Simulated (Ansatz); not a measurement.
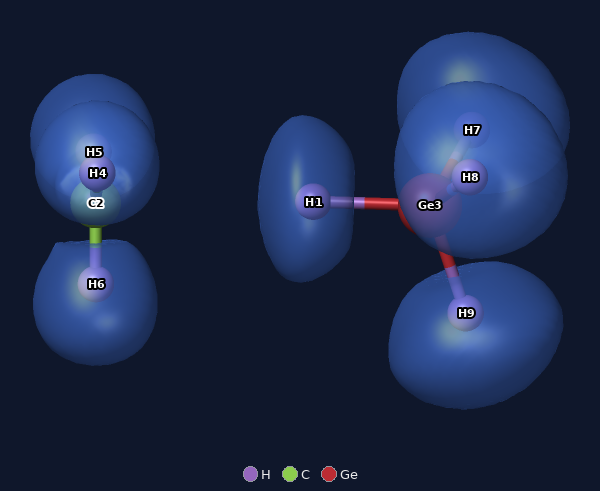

The picture shows: GeH₄···CH₃ (doublet). Isosurface of the ELF at 0.85 (blue), seen at a tilt. Only the valence region is drawn (cores and ρ < 0.01 e/Å³ removed).

The product side of a reaction path; geometry: PBE0-D4/def2-TZVP.

All numbers below come from UKS PBE0-D4/def2-TZVPP (Ansatz).

```xyz
9

H     0.1553    0.3001   -0.2538
C    -1.1471   -1.6186    1.4308
Ge    0.9162    1.2932   -1.1433
H    -0.7500   -1.1229    2.3044
H    -2.1053   -1.3215    1.0303
H    -0.5859   -2.4116    0.9588
H    -0.0829    2.1693   -1.9119
H     1.8090    2.1874   -0.2717
H     1.7907    0.5244   -2.1436
```

Describe the localisation domains.

At this value the surface marks out seven regions around hydrogen nuclei. Along the contacts the grid gives the following. C2···H1 (2.87 Å): the ELF dips to about 0.05 between them; a weak contact between the two molecules. C–H (1.08 Å): the ELF climbs to about 1 towards the hydrogen, as it does in any bond to H: a covalent bond by its length.
